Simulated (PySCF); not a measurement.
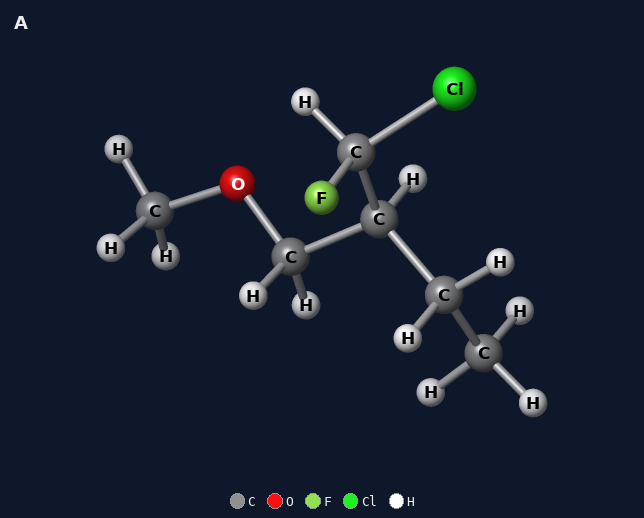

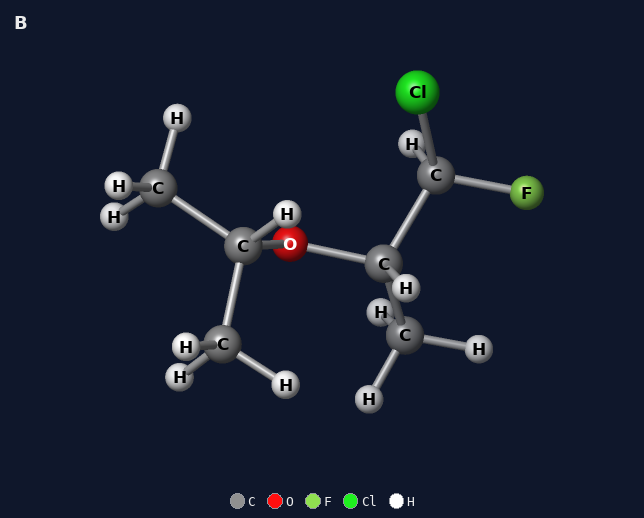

2 stationary structures of one formula. Geometries: PBE0-D3(BJ)/def2-SVP. Electronic energies: PBE0-D3(BJ)/def2-SVP (PySCF 2.14.0), without zero-point energy. No frequency run is at hand to confirm each as a minimum. Each is one conformer, not always the lowest.

How are they related?

Answer. They are constitutional isomers of C6H12ClFO: A `CC[C@@H](COC)[C@@H](F)Cl`, B `CC(C)O[C@@H](C)[C@H](F)Cl`.

Which structure is the most stable?

Answer. B is lowest; A lies 0.251 eV above it.
